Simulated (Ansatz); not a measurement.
# Cl2FH2HfN: the cost of one run

The runs use Ansatz 0.2.0, Gaussian basis; the settings change from run to run.

## Step 1: The relaxed structure

An earlier PBE0-D4 in a triple-zeta def2 set relaxation fixed the geometry. Hf takes a core potential in def2 sets; no spin-orbit term is included.

SMILES `[NH2][Hf]([F])([Cl])[Cl]`, 7 atoms, charge 0, spin multiplicity 1.

Atoms are counted from 1 here; the program's logs count them from 0.

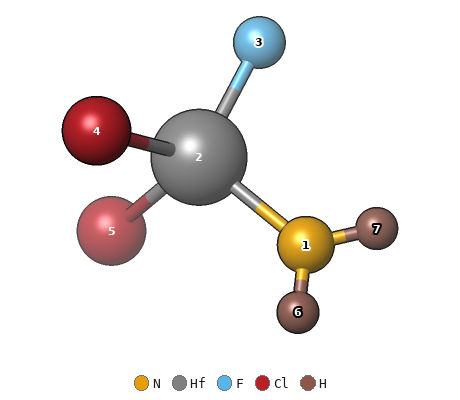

The structure; nitrogen amber, hafnium grey, fluorine blue, chlorine red, hydrogen brown; atoms are numbered from 1 in the order of the file.

## Step 2: RPA/def2-SVPD

Options: atoms shaken by 0.03 Å, the search for lower states set to off.

Input file in.yaml:

```yaml
crystal:
  periodic: [false, false, false]
  atoms:
    - {symbol: N, position_ang: [-0.133854, 1.247656, 0.038041]}
    - {symbol: Hf, position_ang: [-0.018976, -0.714147, -0.078772]}
    - {symbol: F, position_ang: [-1.706879, -1.304523, -0.762911]}
    - {symbol: Cl, position_ang: [0.429537, -1.617830, 2.028391]}
    - {symbol: Cl, position_ang: [1.794574, -1.325051, -1.524830]}
    - {symbol: H, position_ang: [0.630564, 1.889185, 0.442307]}
    - {symbol: H, position_ang: [-0.942355, 1.834599, -0.180005]}
basis:
  gaussian: {orbitals: def2-SVPD}
hamiltonian: {xc: {name: PBE0}}
correlation: {method: rpa}
scf: {lower_state_search: off}
```

On the command line:

```
ansatz run in.yaml --threads 4 --pin off --events-out ev --progress --plain --max-ram 10444MiB
```

What time and memory should one allow on 4 threads of Intel Xeon Platinum 8259CL at 2.50GHz, shared host?

About 3.3 s, with a peak of 0.4 GiB.
